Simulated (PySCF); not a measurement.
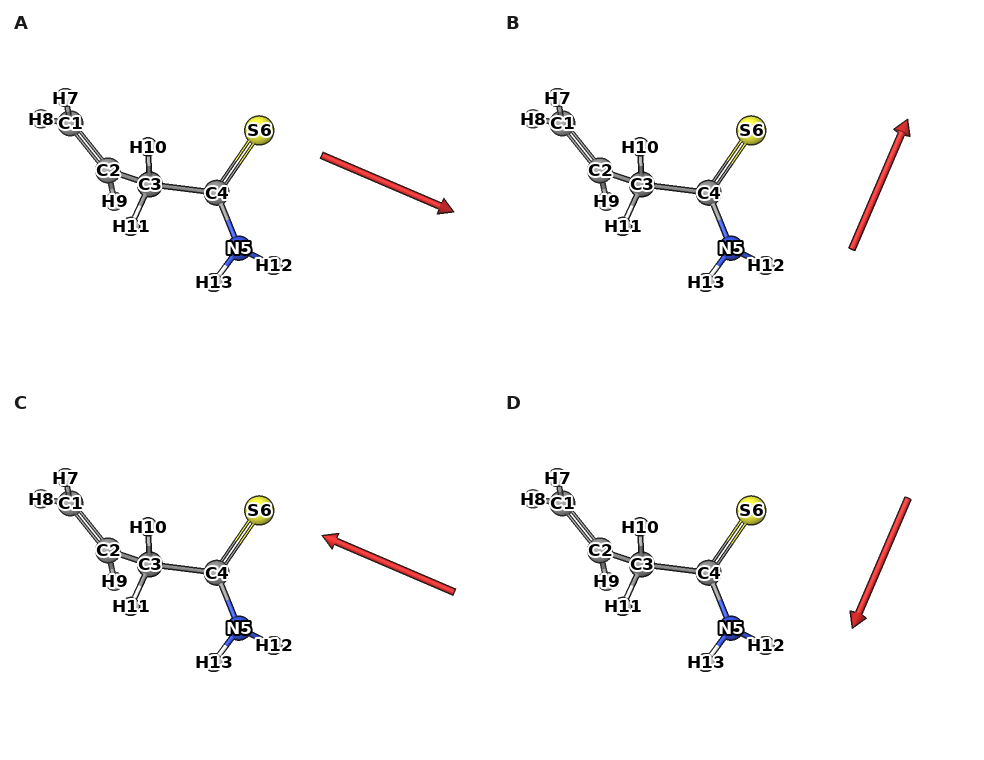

The same molecule four times, each with an arrow. Geometry: a frame of a GFN2-xTB molecular-dynamics simulation, not a minimum. Properties computed with PBE0/pcSseg-1, gas phase (PySCF 2.14.0).

Question: Which arrow points along the dipole moment, from the negative to the positive end?

Answer: D. The dipole moment is 4.56 D; it points from the side of S6 to the side of H13 (the outermost atoms at the two ends).
